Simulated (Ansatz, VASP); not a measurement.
# Cross-check of KF (Carobbiite) between VASP and Ansatz, part 2 of 2

Aim: how closely do two programs agree when they are given the same cell, functional and k mesh? The cell is taken from a series of VASP runs on this material, whose earlier steps may have relaxed, scaled or displaced it; both programs get it as it stands. Valence electrons are named where the data sets of a main pair hold unlike numbers.

VASP 6.6.1 and Ansatz 0.2.0.

So far: The structure; Ansatz: band structure, HSE06; VASP: band structure, HSE06.

## Step 3: VASP: band structure, HSE06 (continued)

Level of this step: HSE06; plane waves and PAW (K_sv, F) (VASP).

Numbers of over 12 decimals in the logs are rounded to 6 here.

Parts of OUTCAR (step 3):

```text
ion  position               nearest neighbor table
   1  0.000  0.000  0.000-   2 2.67   2 2.67   2 2.67   2 2.67   2 2.67   2 2.67
   2  0.500  0.500  0.500-   1 2.67   1 2.67   1 2.67   1 2.67   1 2.67   1 2.67

  LATTYP: Found a face centered cubic cell.
 ALAT       =     5.3470000000

 Subroutine GETGRP returns: Found 48 space group operations
 (whereof 48 operations were pure point group operations)

The static configuration has the point symmetry O_h .

 Found     10 irreducible k-points:

   k-points           NKPTS =     10   k-points in BZ     NKDIM =    125   number of bands    NBANDS=     14

   dimension x,y,z NGX =    28 NGY =   28 NGZ =   28
   dimension x,y,z NGXF=    56 NGYF=   56 NGZF=   56

   ENCUT  =  460.0 eV  33.81 Ry    5.81 a.u.   6.61  6.61  6.61*2*pi/ulx,y,z

   NELECT =      16.0000    total number of electrons

 k-points in reciprocal lattice and weights: Automatic mesh
   0.00000000  0.00000000  0.00000000       0.008
   0.20000000  0.00000000  0.00000000       0.064
   0.40000000  0.00000000  0.00000000       0.064
   0.20000000  0.20000000  0.00000000       0.048
   0.40000000  0.20000000  0.00000000       0.192
  -0.40000000  0.20000000  0.00000000       0.192
  -0.20000000  0.20000000  0.00000000       0.096
   0.40000000  0.40000000  0.00000000       0.048
  -0.40000000  0.40000000  0.00000000       0.096
  -0.40000000  0.40000000  0.20000000       0.192

  exchange ACFDT corr.  =         0.00000000  see jH, gK, PRB 81, 115126

 average (electrostatic) potential at core
       1 -31.3671       2 -70.6403

 E-fermi :  -4.2209

 k-point     1 :       0.0000    0.0000    0.0000
  band No.  band energies     occupation
    ...
      4     -13.9531      2.00000
      5     -13.9531      2.00000
      6      -4.4164      2.00000
      7      -4.4164      2.00000
      8      -4.4163      2.00000
      9       3.7622      0.00000
     10       8.6200      0.00000
     11       8.6200      0.00000
     12       8.6200      0.00000
     13      10.4586      0.00000
    ...

 k-point     2 :       0.2000    0.0000    0.0000
  band No.  band energies     occupation
    ...
      4     -13.9642      2.00000
      5     -13.9642      2.00000
      6      -4.7178      2.00000
      7      -4.5396      2.00000
      8      -4.5395      2.00000
      9       4.8089      0.00000
     10       8.0464      0.00000
     11       9.1577      0.00000
     12       9.1577      0.00000
     13      10.8563      0.00000
    ...

 k-point     3 :       0.4000    0.0000    0.0000
  band No.  band energies     occupation
    ...
      4     -13.9817      2.00000
      5     -13.9817      2.00000
      6      -5.1334      2.00000
      7      -4.7321      2.00000
      8      -4.7320      2.00000
      9       6.5881      0.00000
     10       8.0058      0.00000
     11      10.0208      0.00000
     12      10.0208      0.00000
     13      12.1374      0.00000
    ...

  energy-cutoff  :      460.00
  volume of cell :       38.22
      direct lattice vectors                 reciprocal lattice vectors
     0.000000000  2.673500000  2.673500000    -0.187020759  0.187020759  0.187020759
     2.673500000  0.000000000  2.673500000     0.187020759 -0.187020759  0.187020759
     2.673500000  2.673500000  0.000000000     0.187020759  0.187020759 -0.187020759

 POSITION                                       TOTAL-FORCE (eV/Angst)
 -----------------------------------------------------------------------------------
      0.00000      0.00000      0.00000        -0.000000     -0.000000     -0.000000
      2.67350      2.67350      2.67350         0.000000      0.000000      0.000000
 -----------------------------------------------------------------------------------
    total drift:                                0.000000     -0.000000      0.000000

  FREE ENERGIE OF THE ION-ELECTRON SYSTEM (eV)
  ---------------------------------------------------
  free  energy   TOTEN  =        -9.9880004797 eV

  energy  without entropy=       -9.9880004797  energy(sigma->0) =       -9.98800048

 total charge
# of ion       s       p       d       tot
------------------------------------------
    1        1.959   5.635   0.025   7.618
    2        1.748   4.393   0.000   6.141
--------------------------------------------------
tot          3.707  10.028   0.025  13.759

[... 3 further parts left out ...]
```

The k-mesh is coarse for exact exchange; levels may shift by about 0.1 eV on a finer one. The PAW data sets were made with PBE, which is usual practice but a small mismatch for other functionals.

## Step 4: Comparison

Known differences besides the potentials themselves: exact exchange at q = 0 is treated differently, which shows on coarse meshes; VASP keeps PBE cores, Ansatz makes them for the functional; the cutoff is 420 eV in Ansatz and 460 eV in VASP; VASP takes a coarser grid for exact exchange (PRECFOCK = Fast). Total energies have different zeros and are not compared.

Both answers:

| quantity | Ansatz | VASP | difference |
| --- | --- | --- | --- |
| gap over the path points (eV) | 8.195 | 8.179 | +0.016 |

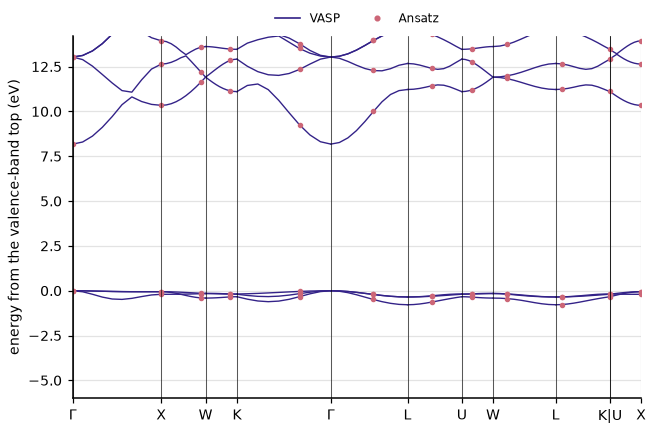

Bands from VASP (lines) and levels from Ansatz (dots). Dots without a line are higher empty bands that the VASP plot leaves out.

Levels at points of the path, from each program's valence-band top (eV; 3 filled, then empty):

| k (reciprocal lattice) | Ansatz | VASP |
| --- | --- | --- |
| 0.000 0.000 0.000 | 0.00 0.00 0.00 8.20 13.05 13.05 | 0.00 0.00 0.00 8.18 13.04 13.04 |
| 0.500 0.000 0.500 | -0.19 -0.05 -0.05 10.35 12.66 13.94 | -0.20 -0.05 -0.05 10.34 12.64 13.94 |
| 0.500 0.222 0.722 | -0.40 -0.16 -0.14 11.64 12.22 13.59 | -0.40 -0.17 -0.14 11.63 12.21 13.58 |
| 0.403 0.347 0.750 | -0.34 -0.18 -0.18 11.16 12.85 13.49 | -0.34 -0.18 -0.18 11.15 12.84 13.48 |
| 0.125 0.125 0.250 | -0.33 -0.16 -0.04 9.27 12.35 13.52 | -0.33 -0.16 -0.04 9.25 12.35 13.51 |
| 0.278 0.278 0.278 | -0.49 -0.21 -0.21 10.01 12.29 13.96 | -0.49 -0.21 -0.21 10.00 12.28 13.96 |
| 0.556 0.389 0.556 | -0.63 -0.31 -0.28 11.44 12.41 14.30 | -0.63 -0.31 -0.28 11.43 12.40 14.30 |
| 0.583 0.250 0.667 | -0.36 -0.17 -0.17 11.22 12.76 13.51 | -0.36 -0.18 -0.17 11.21 12.75 13.50 |
| 0.500 0.306 0.694 | -0.44 -0.19 -0.17 11.84 11.99 13.74 | -0.44 -0.19 -0.18 11.83 11.98 13.74 |
| 0.486 0.486 0.528 | -0.77 -0.35 -0.35 11.25 12.66 14.54 | -0.77 -0.35 -0.34 11.24 12.65 14.55 |

Among the levels compared at these points, filled levels agree within 5 meV and empty ones within 16 meV.

## Step 5: Outcome

| Property | Result |
| --- | --- |
| largest difference of a filled level at the path points (band structure, HSE06) | 4.9 meV |

What this shows: The largest difference of a filled level at the path points is 4.9 meV (band structure, HSE06), within the 80 meV picked in this series as the mark of a large difference. Such differences can come from data sets, numerical settings and the points named under the comparisons, not from the functional's error against experiment.

[Lines on the potential files, build, host, timing and source positions are cut from VASP's logs without a mark.]

[Logs are printed without paths, hosts, clocks, repeated set-up lines and the standing remarks that a program may print on its own settings, such as how far it seeks lower states.]

[Hosts, paths, dates, database ids (printed as entryN), source tags and the programs' standing remarks are cut or masked in the printed files.]
